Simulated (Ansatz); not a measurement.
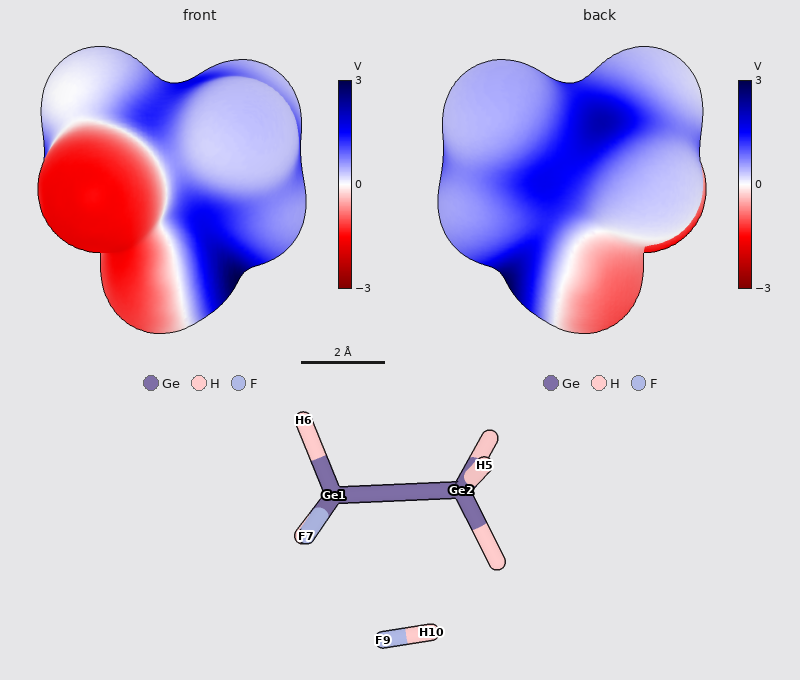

Figure. FGe2H5···HF. The electrostatic potential painted on the density surface at 0.002 e/bohr³, seen from the front and from behind; the colour scale runs from red (negative) to blue (positive). The bare structure is drawn below in the same view.

Theory: RKS BHLYP/def2-SVP (Ansatz).

Input

```
crystal:
  periodic: [false, false, false]
  atoms:
    - { symbol: Ge, position_ang: [0.0, 0.0, 0.0] }
    - { symbol: Ge, position_ang: [0.0, 0.0, 2.75] }
    - { symbol: H, position_ang: [-1.3958, -0.4318, 3.2674] }
    - { symbol: H, position_ang: [1.0719, -0.9929, 3.2674] }
    - { symbol: H, position_ang: [0.324, 1.4247, 3.2674] }
    - { symbol: H, position_ang: [1.4616, 0.0, -0.5162] }
    - { symbol: F, position_ang: [-0.7913, 1.3709, -0.5594] }
    - { symbol: H, position_ang: [-0.73, -1.2648, -0.5162] }
    - { symbol: F, position_ang: [-1.879, 0.006, 0.6243] }
    - { symbol: H, position_ang: [-1.4671, 0.0047, 1.7619] }
basis:
  gaussian: { orbitals: def2-SVP }
hamiltonian:
  xc: { name: BHLYP }
relax:
  f_tol: 0.15
  max_steps: 25
  restrain:
    - { distance: [0, 8], at: 2.88, k: 30.0 }
    - { distance: [9, 1], at: 2.75, k: 30.0 }
    - { distance: [0, 1], at: 2.4, k: 30.0 }
    - { distance: [9, 8], at: 0.92, k: 30.0 }
output:
  orbitals: {}
```

Launched as:

```sh
ansatz run input.yaml --threads 4 --pin off --max-ram 5120MiB --backend cpu --events-out ev --progress --plain --runs-dir out
```

The fields are those of the run's last geometry, not of the input's.

Which sites attract a positive test charge, and which a negative one?

Answer. A positive charge is drawn to the negative regions and a negative charge to the positive ones. The most negative region (about −1.7 V, or −39 kcal/mol for a unit charge) lies over F7, the most positive (about +2.8 V, or +65 kcal/mol for a unit charge) over H10.
